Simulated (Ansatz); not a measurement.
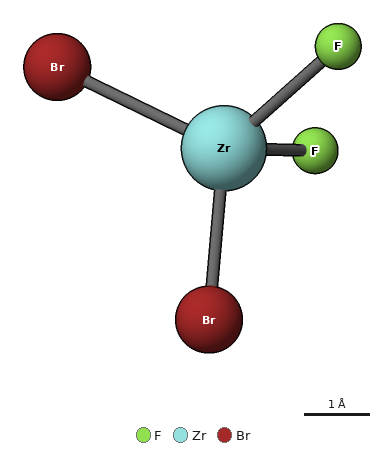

ZrBr2F2 (coarse preliminary run), before the relaxation. Style: ball-and-stick. Shown at a tilt.

The start comes from a force field.

Theory: RKS PBE-D4/def2-SVP (Ansatz).

The input:
```yaml
crystal:
  periodic: [false, false, false]
  atoms:
    - {symbol: F, position_ang: [0.637700, -1.039700, 2.346100]}
    - {symbol: Zr, position_ang: [-0.197800, 0.055500, 0.143500]}
    - {symbol: F, position_ang: [1.363300, -1.369500, -0.920100]}
    - {symbol: Br, position_ang: [-2.423000, -0.611800, -1.257600]}
    - {symbol: Br, position_ang: [0.669800, 2.891900, -0.353300]}
basis:
  gaussian: {orbitals: def2-SVP}
hamiltonian: {xc: pbe, dispersion: d4}
relax: {f_tol: 0.03, max_steps: 200}
```

Command:
```bash
ansatz run in.yaml --threads 4 --pin off --events-out ev --progress --plain --max-ram 10444MiB
```

### Where does the relaxation end?

Over 6 geometry steps the energy falls by 138.3 kcal/mol. The largest force component goes from 3.9 to 0.023 eV/Å. The atom that moves furthest after the best rigid fit is F1 (0.77 Å). Largest moves by element: F 0.77 Å, Br 0.60 Å, Zr 0.35 Å. Near-neighbour distances that change, for instance: F1–Zr2 2.598 → 1.898 Å, Zr2–Br5 3.007 → 2.497 Å, Zr2–F3 2.366 → 1.898 Å, Zr2–Br4 2.713 → 2.498 Å. Among the angles between lasting bonds that change: F1–Zr2–F3 85.1° → 108.8°, F1–Zr2–Br4 126.7° → 109.6°, F3–Zr2–Br4 99.3° → 109.6°.

Step by step:

| step | E − E(0), kcal/mol | largest force component, eV/Å |
| --- | --- | --- |
| 0 | 0.00 | 3.8991 |
| 1 | -72.21 | 3.8723 |
| 2 | -110.40 | 2.5363 |
| 3 | -130.13 | 2.2264 |
| 4 | -137.66 | 0.3357 |
| 5 | -138.21 | 0.2684 |
| 6 | -138.28 | 0.0232 |

The structure at the end:

```xyz
5

F     0.1968   -0.6280    1.8632
Zr    0.0923   -0.1065    0.0413
F     1.3608   -1.1069   -0.9545
Br   -2.2040   -0.5615   -0.8298
Br    0.6041    2.3293   -0.1615
```

After the run, drawn alike:

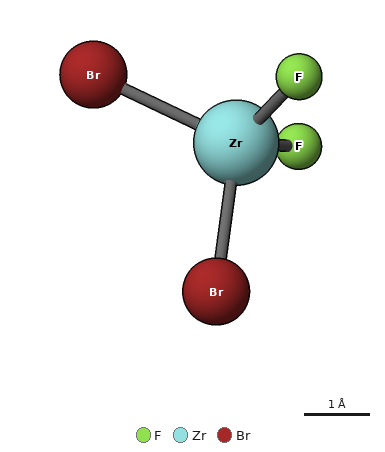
